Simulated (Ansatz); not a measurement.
## Geometry relaxation, with input and output: C₅H₈AlClO₃ (part 2 of 3)

Continued. System: C₅H₈AlClO₃, SMILES CC1=CC(C)=[O+][Al-]([OH])([Cl])[O]1. Method: RKS PBE-D4/def2-SVP (Ansatz 0.2.0). The geometry: force-field start.

Geometry of the input (Å):
```
C  2.1212  -1.2198  -1.3651
C  1.1218  -0.4602  -0.4667
C  -0.1709  -0.2219  -0.9000
C  -1.1300  0.4938  -0.1144
C  -2.5362  0.6555  -0.7804
O  -1.0475  0.9551  1.0622
Al 0.5561  0.7961  2.0086
O  0.3336  -0.2280  3.4913
Cl 1.3381  2.8021  2.5652
O  1.6096  -0.0581  0.8106
H  2.1989  -0.5951  -2.2935
H  1.6941  -2.1749  -1.6034
H  3.0128  -1.2666  -0.9020
H  -0.4404  -0.5585  -1.8585
H  -2.9732  -0.3451  -1.0025
H  -3.2301  1.2352  -0.0685
H  -2.4102  1.2797  -1.6975
H  -0.0853  -1.0780  3.1664
```

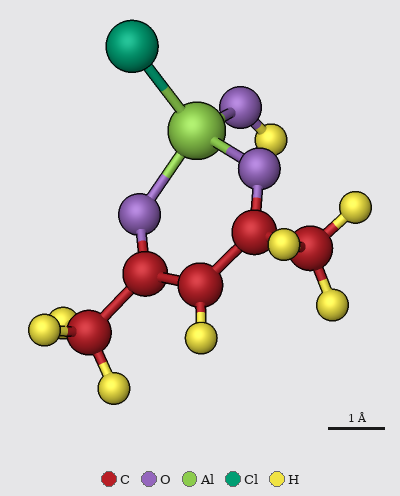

Fig. 1: The geometry at step 11 of the log (ball-and-stick view, seen at a tilt).

**Trajectory as extended XYZ, continued**
```
18
Properties=species:S:1:pos:R:3:forces:R:3 step=3 energy=-30546.23990
C     2.1089   -1.1622   -1.2967    0.1523  -0.2888  -0.2018
C     1.1071   -0.4459   -0.4405   -0.0851  -0.0948  -0.7786
C    -0.1932   -0.1858   -0.9021   -0.3702   0.2498  -0.4632
C    -1.1711    0.5377   -0.1746   -0.1417  -0.9474   0.3250
C    -2.5591    0.6944   -0.7414    0.2521   0.1929  -0.2590
O    -0.9950    0.9472    1.0361    0.2533   0.1676  -0.0126
Al    0.5816    0.7605    2.0269   -0.3984   0.0060   0.2300
O     0.3391   -0.2399    3.4222   -0.0198  -0.0342  -0.3963
Cl    1.3302    2.6890    2.3955    0.1591   0.2249   0.0399
O     1.5352   -0.0810    0.7037    0.3296   0.2680   1.0426
H     2.2928   -0.6132   -2.2449   -0.0248   0.0157   0.0670
H     1.7336   -2.1696   -1.5866    0.0609   0.0965   0.0514
H     3.0630   -1.2619   -0.7377   -0.1595  -0.0203  -0.1261
H    -0.4699   -0.5346   -1.9116    0.0794   0.0443   0.1196
H    -2.9923   -0.2925   -1.0029    0.0573  -0.0083   0.0331
H    -3.2107    1.2032   -0.0169   -0.0809   0.1042   0.1006
H    -2.5111    1.2811   -1.6820   -0.0936   0.0214  -0.0054
H    -0.0268   -1.1154    3.2053    0.0301   0.0025   0.2338
18
Properties=species:S:1:pos:R:3:forces:R:3 step=4 energy=-30546.29401
C     2.1109   -1.1557   -1.3088    0.1669  -0.0797  -0.0547
C     1.1139   -0.4319   -0.4475   -0.1680  -0.1766  -0.1081
C    -0.1989   -0.2046   -0.9081   -0.2209  -0.0079  -0.0904
C    -1.2010    0.4481   -0.1499    0.2492   0.3147  -0.0865
C    -2.5597    0.6991   -0.7524    0.0553  -0.1861  -0.0289
O    -1.0082    0.9058    1.0439    0.0609  -0.1612  -0.0055
Al    0.5624    0.7682    2.0409   -0.1939   0.0675   0.0358
O     0.3496   -0.2213    3.4391   -0.0476  -0.1113  -0.2216
Cl    1.3405    2.6983    2.3993    0.0382   0.0821  -0.0073
O     1.5296   -0.0744    0.7181    0.1217   0.0558   0.2007
H     2.2929   -0.6045   -2.2542   -0.0026   0.0251   0.0140
H     1.7354   -2.1618   -1.5967   -0.0079   0.0823   0.0504
H     3.0657   -1.2641   -0.7568   -0.0910   0.0131  -0.0839
H    -0.4640   -0.5431   -1.9222    0.0458   0.0075   0.0855
H    -3.0363   -0.2641   -1.0308   -0.0250   0.0310  -0.0024
H    -3.2010    1.2344   -0.0337   -0.0348   0.0339   0.0550
H    -2.4698    1.2935   -1.6858    0.0238  -0.0120   0.0466
H     0.0005   -1.1107    3.2574    0.0298   0.0219   0.2015
18
Properties=species:S:1:pos:R:3:forces:R:3 step=5 energy=-30546.31310
C     2.1135   -1.1439   -1.3286    0.0312  -0.0059  -0.0115
C     1.1043   -0.4574   -0.4468    0.0060  -0.0869   0.0154
C    -0.2056   -0.2276   -0.9155   -0.0541  -0.0290  -0.0575
C    -1.1947    0.4415   -0.1635    0.0034   0.0602   0.0473
C    -2.5506    0.7053   -0.7644    0.0149  -0.0384  -0.0041
O    -1.0095    0.8707    1.0412    0.0296   0.0044  -0.0055
Al    0.5471    0.7586    2.0469   -0.1017  -0.1860   0.0529
O     0.3557   -0.1914    3.4763    0.0734   0.2560  -0.2096
Cl    1.3314    2.6908    2.3677    0.0474   0.1160  -0.0167
O     1.5140   -0.1135    0.7282    0.0344   0.0597   0.0595
H     2.3033   -0.5414   -2.2419   -0.0076  -0.0179   0.0311
H     1.7334   -2.1304   -1.6633   -0.0113   0.0069  -0.0170
H     3.0623   -1.2833   -0.7795   -0.0175   0.0182  -0.0070
H    -0.4702   -0.5845   -1.9221    0.0375   0.0754   0.0261
H    -3.0377   -0.2460   -1.0599   -0.0019  -0.0108  -0.0167
H    -3.1911    1.2341   -0.0375    0.0008   0.0164   0.0160
H    -2.4505    1.3176   -1.6846   -0.0072  -0.0106   0.0235
H     0.0073   -1.0880    3.3992   -0.0773  -0.2278   0.0735
18
Properties=species:S:1:pos:R:3:forces:R:3 step=7 energy=-30546.32510
C     2.1099   -1.1596   -1.3275   -0.0303   0.0005   0.0486
C     1.1013   -0.4685   -0.4484    0.0539   0.0557   0.0318
C    -0.2026   -0.2177   -0.9250   -0.0092  -0.0363  -0.0303
C    -1.1944    0.4417   -0.1681   -0.0256   0.0156  -0.0073
C    -2.5575    0.6875   -0.7592    0.0148  -0.0048   0.0203
O    -1.0108    0.8678    1.0368    0.0059   0.0072   0.0261
Al    0.5460    0.7643    2.0350   -0.0046  -0.0175  -0.0231
O     0.3652   -0.1519    3.4768   -0.0604  -0.1401  -0.0346
Cl    1.3380    2.7098    2.3066    0.0024   0.0078  -0.0194
O     1.5117   -0.1230    0.7276   -0.0056  -0.0269  -0.0201
H     2.4072   -0.4975   -2.1652   -0.0060   0.0594  -0.0311
H     1.6818   -2.0757   -1.7760   -0.0200  -0.0528  -0.0369
H     3.0108   -1.4113   -0.7428    0.0279  -0.0190   0.0396
H    -0.4593   -0.5539   -1.9398    0.0082   0.0227   0.0275
H    -2.9945   -0.2534   -1.1468   -0.0155  -0.0272  -0.0168
H    -3.2251    1.1251    0.0031   -0.0145  -0.0016   0.0237
H    -2.4849    1.3869   -1.6165    0.0231   0.0206  -0.0220
H     0.0196   -1.0593    3.4811    0.0555   0.1369   0.0241
18
Properties=species:S:1:pos:R:3:forces:R:3 step=8 energy=-30546.29691 accepted=F
C     2.1032   -1.1783   -1.3237    0.3572  -0.1947  -0.4575
C     1.0993   -0.4703   -0.4541    0.0548   0.0236   0.0459
C    -0.2022   -0.2120   -0.9312   -0.0407  -0.0498  -0.0003
C    -1.1977    0.4382   -0.1700   -0.0153   0.0392  -0.0125
C    -2.5672    0.6659   -0.7533   -0.2940   0.0611  -0.2134
O    -1.0111    0.8733    1.0308    0.0155  -0.0095   0.0394
Al    0.5539    0.7806    2.0194   -0.0196   0.0178  -0.0484
O     0.3804   -0.1084    3.4740   -0.0304  -0.0977   0.0432
Cl    1.3461    2.7324    2.2520   -0.0014  -0.0033  -0.0150
O     1.5127   -0.1207    0.7194    0.0077  -0.0224   0.0086
H     2.5468   -0.4373   -2.0638   -0.2760  -0.5247   0.4981
H     1.6123   -2.0042   -1.9210    0.3856   0.5235   0.3540
H     2.9388   -1.5839   -0.6864   -0.4864   0.2085  -0.4094
H    -0.4622   -0.5537   -1.9417   -0.0060  -0.0018  -0.0133
H    -2.9390   -0.2582   -1.2707    0.1051   0.4059   0.1935
H    -3.2763    0.9773    0.0528    0.2462  -0.1307  -0.3175
H    -2.5180    1.4848   -1.5251   -0.0383  -0.3456   0.3293
H     0.0426   -1.0139    3.5443    0.0360   0.1005  -0.0248
18
Properties=species:S:1:pos:R:3:forces:R:3 step=9 energy=-30546.32619
C     2.1036   -1.1739   -1.3260    0.0295   0.0351  -0.0689
C     1.1025   -0.4752   -0.4480   -0.1704  -0.1644   0.0244
C    -0.2034   -0.2236   -0.9214   -0.0041   0.0635   0.0033
C    -1.1986    0.4340   -0.1651    0.0881  -0.0510   0.0554
C    -2.5617    0.6741   -0.7551   -0.0026   0.0007  -0.0173
O    -1.0091    0.8691    1.0367   -0.0464  -0.0230  -0.0472
Al    0.5540    0.7731    2.0226   -0.0282  -0.0172   0.0317
O     0.3708   -0.1266    3.4728    0.0270   0.0468  -0.0067
Cl    1.3314    2.7296    2.2703    0.0108  -0.0278  -0.0267
O     1.5139   -0.1379    0.7281    0.0400   0.0630   0.0541
H     2.4473   -0.4521   -2.0967    0.0996  -0.0429  -0.0267
H     1.6723   -2.0433   -1.8636   -0.0580   0.0890   0.0532
H     2.9710   -1.4983   -0.7241    0.0236   0.0304  -0.0074
H    -0.4576   -0.5447   -1.9394   -0.0093  -0.0439  -0.0286
H    -2.9829   -0.2445   -1.2126    0.0652   0.0181   0.0125
H    -3.2481    1.0530    0.0227    0.0025   0.0227  -0.0049
H    -2.4748    1.4296   -1.5637   -0.0607   0.0251  -0.0008
H     0.0320   -1.0312    3.5142   -0.0066  -0.0241   0.0005
18
Properties=species:S:1:pos:R:3:forces:R:3 step=10 energy=-30546.33203
C     2.1046   -1.1695   -1.3271    0.0430  -0.0220  -0.0904
C     1.0963   -0.4873   -0.4437   -0.0521   0.0213  -0.0379
C    -0.2065   -0.2288   -0.9214   -0.0295  -0.0287   0.0279
C    -1.2021    0.4271   -0.1646    0.0681   0.0032   0.0134
C    -2.5623    0.6756   -0.7581   -0.0327   0.0040  -0.0387
O    -1.0156    0.8594    1.0384   -0.0311  -0.0234  -0.0195
Al    0.5492    0.7695    2.0216   -0.0015  -0.0072   0.0250
O     0.3767   -0.1145    3.4814    0.0174   0.0425   0.0035
Cl    1.3398    2.7246    2.2383   -0.0005  -0.0178  -0.0148
O     1.5095   -0.1450    0.7308    0.0020  -0.0029   0.0392
H     2.4776   -0.4342   -2.0764    0.0195  -0.0887   0.0669
H     1.6613   -2.0170   -1.8922    0.0166   0.1054   0.0614
H     2.9604   -1.5212   -0.7197   -0.0401   0.0273  -0.0493
H    -0.4621   -0.5576   -1.9372   -0.0021  -0.0179  -0.0149
H    -2.9683   -0.2359   -1.2443    0.0442   0.0535   0.0224
H    -3.2575    1.0284    0.0263    0.0240  -0.0047  -0.0359
H    -2.4808    1.4569   -1.5455   -0.0386  -0.0266   0.0496
H     0.0422   -1.0192    3.5454   -0.0067  -0.0174  -0.0079
18
Properties=species:S:1:pos:R:3:forces:R:3 step=11 energy=-30546.33379
C     2.1061   -1.1665   -1.3283    0.1066  -0.0033  -0.1539
C     1.0957   -0.4798   -0.4493    0.0080  -0.1097   0.0650
C    -0.2100   -0.2323   -0.9244    0.0137   0.0381  -0.0290
C    -1.2043    0.4243   -0.1673   -0.0318  -0.0368   0.0086
C    -2.5652    0.6733   -0.7599   -0.0912   0.0311  -0.0785
O    -1.0251    0.8435    1.0409    0.0156   0.0189   0.0024
Al    0.5431    0.7653    2.0197    0.0374   0.0327  -0.0040
O     0.3868   -0.0920    3.4951   -0.0250  -0.0577   0.0321
Cl    1.3491    2.7202    2.1871   -0.0201  -0.0137   0.0035
O     1.5024   -0.1543    0.7334   -0.0123   0.0266  -0.0463
H     2.5540   -0.4240   -2.0362   -0.1017  -0.1637   0.1711
H     1.6297   -1.9649   -1.9405    0.1308   0.1346   0.0885
H     2.9264   -1.5835   -0.7054   -0.1547   0.0483  -0.1201
H    -0.4651   -0.5651   -1.9401    0.0072   0.0223   0.0161
H    -2.9359   -0.2254   -1.2997    0.0189   0.1319   0.0566
H    -3.2763    0.9668    0.0389    0.0775  -0.0527  -0.1064
H    -2.5072    1.5038   -1.5032   -0.0025  -0.1223   0.1228
H     0.0583   -0.9980    3.5910    0.0233   0.0753  -0.0283
18
Properties=species:S:1:pos:R:3:forces:R:3 step=12 energy=-30546.33852
C     2.1045   -1.1715   -1.3294    0.0615  -0.0718  -0.1117
C     1.0910   -0.4973   -0.4448    0.0226   0.0738  -0.0381
C    -0.2103   -0.2351   -0.9242   -0.0080  -0.0342   0.0093
C    -1.2061    0.4164   -0.1644    0.0127   0.0372  -0.0107
C    -2.5659    0.6695   -0.7580   -0.0803  -0.0105  -0.0603
O    -1.0234    0.8413    1.0415   -0.0073  -0.0220  -0.0073
Al    0.5483    0.7698    2.0157    0.0081   0.0176   0.0059
O     0.3908   -0.0778    3.4966    0.0037   0.0008   0.0278
Cl    1.3418    2.7296    2.1802   -0.0051  -0.0155  -0.0116
O     1.5012   -0.1631    0.7339   -0.0125  -0.0209   0.0058
H     2.5648   -0.4125   -2.0078   -0.0637  -0.1242   0.1350
H     1.6357   -1.9499   -1.9713    0.0957   0.1266   0.0921
H     2.9117   -1.6126   -0.7083   -0.1080   0.0493  -0.0993
H    -0.4625   -0.5550   -1.9443   -0.0038  -0.0151   0.0140
H    -2.9337   -0.2169   -1.3184    0.0315   0.1125   0.0537
H    -3.2816    0.9436    0.0423    0.0616  -0.0286  -0.0829
H    -2.5049    1.5146   -1.4823   -0.0100  -0.0825   0.0957
H     0.0609   -0.9816    3.5950    0.0011   0.0074  -0.0175
18
Properties=species:S:1:pos:R:3:forces:R:3 step=13 energy=-30546.35060
C     2.1046   -1.1790   -1.3237   -0.0058  -0.0152  -0.0177
C     1.0868   -0.5027   -0.4478    0.0032   0.0025   0.0263
C    -0.2180   -0.2518   -0.9230   -0.0257  -0.0148  -0.0414
C    -1.2110    0.4051   -0.1630    0.0157  -0.0168  -0.0090
C    -2.5710    0.6633   -0.7518   -0.0010  -0.0096  -0.0071
O    -1.0241    0.8315    1.0413   -0.0184   0.0160   0.0023
Al    0.5536    0.7856    2.0072   -0.0064  -0.0319  -0.0350
O     0.4092   -0.0480    3.4998   -0.0017   0.0014  -0.0024
Cl    1.3399    2.7493    2.1191    0.0078   0.0187   0.0122
O     1.4967   -0.1631    0.7299    0.0052   0.0026  -0.0060
H     2.6494   -0.4072   -1.9089    0.0078   0.0080   0.0120
H     1.6407   -1.8810   -2.0415   -0.0098   0.0143  -0.0141
H     2.8483   -1.7051   -0.6972   -0.0015  -0.0066   0.0099
H    -0.4762   -0.5828   -1.9392    0.0158   0.0085   0.0477
H    -2.9030   -0.1669   -1.4041    0.0085   0.0082  -0.0119
H    -3.3052    0.8349    0.0561   -0.0013  -0.0059   0.0079
H    -2.5304    1.5815   -1.3764    0.0003   0.0061   0.0151
H     0.0719   -0.9522    3.5752    0.0072   0.0146   0.0113
18
Properties=species:S:1:pos:R:3:forces:R:3 step=14 energy=-30546.35404
C     2.1021   -1.1838   -1.3257    0.0295  -0.0362  -0.0822
C     1.0859   -0.5076   -0.4484   -0.0335  -0.0038  -0.0091
C    -0.2178   -0.2529   -0.9247   -0.0269  -0.0282   0.0017
C    -1.2126    0.3998   -0.1635    0.0261  -0.0045  -0.0186
C    -2.5725    0.6580   -0.7522   -0.0372  -0.0158  -0.0441
O    -1.0260    0.8271    1.0407   -0.0091   0.0107  -0.0006
Al    0.5557    0.7892    2.0011   -0.0106  -0.0186   0.0024
O     0.4165   -0.0267    3.5043    0.0091   0.0240  -0.0183
Cl    1.3378    2.7555    2.1108    0.0078   0.0109  -0.0110
O     1.4958   -0.1703    0.7297    0.0155   0.0171   0.0112
H     2.6789   -0.4011   -1.8699   -0.0150  -0.0734   0.0560
H     1.6362   -1.8491   -2.0817    0.0408   0.0855   0.0804
H     2.8189   -1.7509   -0.6990   -0.0373   0.0335  -0.0493
H    -0.4764   -0.5865   -1.9386    0.0079   0.0042   0.0093
H    -2.8890   -0.1514   -1.4412    0.0314   0.0669   0.0437
H    -3.3146    0.7886    0.0586    0.0267  -0.0049  -0.0398
H    -2.5375    1.6029   -1.3398   -0.0182  -0.0415   0.0522
H     0.0812   -0.9297    3.5914   -0.0073  -0.0259   0.0161
18
Properties=species:S:1:pos:R:3:forces:R:3 step=15 energy=-30546.33227 accepted=F
C     2.1033   -1.1933   -1.3155    0.3799  -0.0135  -0.2741
C     1.0770   -0.5212   -0.4492    0.0446   0.0585   0.0522
C    -0.2307   -0.2808   -0.9216   -0.0477  -0.0092  -0.0780
C    -1.2196    0.3849   -0.1627    0.0175  -0.0719  -0.0259
C    -2.5803    0.6500   -0.7436   -0.3535   0.2668  -0.2973
O    -1.0281    0.8148    1.0394   -0.0137   0.0576   0.0436
Al    0.5608    0.8119    1.9890   -0.0041  -0.0529  -0.0554
O     0.4433    0.0153    3.5089   -0.0340  -0.0370  -0.0802
Cl    1.3403    2.7817    2.0113    0.0009   0.0176   0.0332
O     1.4893   -0.1670    0.7241   -0.0009  -0.0154   0.0013
H     2.8034   -0.4020   -1.7238   -0.3844  -0.4583   0.2203
H     1.6441   -1.7430   -2.1743    0.2142   0.1963   0.3031
H     2.7271   -1.8814   -0.6880   -0.2367   0.2384  -0.2763
H    -0.4936   -0.6211   -1.9343    0.0322   0.0256   0.0799
H    -2.8376   -0.0711   -1.5669    0.0870   0.4008   0.4235
H    -3.3491    0.6231    0.0738    0.3095   0.0044  -0.4043
H    -2.5849    1.7003   -1.1772   -0.0423  -0.6707   0.2796
H     0.0976   -0.8897    3.5624    0.0315   0.0629   0.0549
18
Properties=species:S:1:pos:R:3:forces:R:3 step=17 energy=-30546.36442
C     2.1000   -1.1929   -1.3229    0.0755   0.0175  -0.0959
C     1.0821   -0.5064   -0.4557    0.1049  -0.1159   0.1108
C    -0.2295   -0.2827   -0.9229    0.0467   0.0048   0.0139
C    -1.2169    0.3838   -0.1679   -0.0746   0.1362   0.0143
C    -2.5772    0.6461   -0.7492   -0.1121   0.0300  -0.0900
O    -1.0249    0.8404    1.0255    0.0363  -0.0516   0.0048
Al    0.5590    0.8116    1.9817    0.0209   0.0515   0.0452
O     0.4350    0.0172    3.4997   -0.0153  -0.0129  -0.0588
Cl    1.3405    2.7830    2.0617   -0.0119  -0.0233  -0.0057
O     1.4996   -0.1520    0.7164   -0.0419   0.0214  -0.0717
H     2.8021   -0.4249   -1.7295   -0.1139  -0.1350   0.0633
H     1.6299   -1.7305   -2.1723    0.1189   0.0579   0.1001
H     2.7110   -1.8866   -0.7047   -0.1030   0.0764  -0.1015
H    -0.4889   -0.6363   -1.9284   -0.0201   0.0039  -0.0170
H    -2.8296   -0.0645   -1.5642    0.0018   0.1183   0.1124
H    -3.3411    0.6124    0.0567    0.0795  -0.0158  -0.1221
H    -2.5933    1.6810   -1.1714    0.0002  -0.1806   0.0837
H     0.1044   -0.8874    3.5992    0.0082   0.0172   0.0141
18
Properties=species:S:1:pos:R:3:forces:R:3 step=18 energy=-30546.35926 accepted=F
C     2.0972   -1.2039   -1.3210    0.1074  -0.1323  -0.0575
C     1.0750   -0.5362   -0.4443    0.1305   0.3706  -0.1393
C    -0.2269   -0.2774   -0.9247    0.0254  -0.0427   0.0136
C    -1.2096    0.4074   -0.1778   -0.1359  -0.2617   0.1492
C    -2.5804    0.6416   -0.7482   -0.1202   0.1991  -0.1502
O    -1.0223    0.8415    1.0251    0.0375   0.0750  -0.0670
Al    0.5650    0.8229    1.9757   -0.0020   0.0154   0.0399
O     0.4408    0.0369    3.4976   -0.0088  -0.0004  -0.0434
Cl    1.3428    2.7954    2.0424   -0.0021  -0.0210  -0.0108
O     1.4996   -0.1553    0.7168   -0.0492  -0.1351  -0.0125
H     2.8271   -0.4310   -1.6715   -0.1704  -0.1784   0.1059
H     1.6457   -1.6949   -2.2106    0.1025   0.0830   0.1861
H     2.6756   -1.9409   -0.7184   -0.0808   0.1095  -0.1444
H    -0.4882   -0.6286   -1.9312   -0.0036   0.0029   0.0050
H    -2.8083   -0.0337   -1.6026    0.0390   0.1522   0.1869
H    -3.3448    0.5343    0.0550    0.1574   0.0151  -0.1758
H    -2.6357    1.6997   -1.1136   -0.0333  -0.2618   0.1020
H     0.1096   -0.8666    3.6031    0.0065   0.0104   0.0124
```
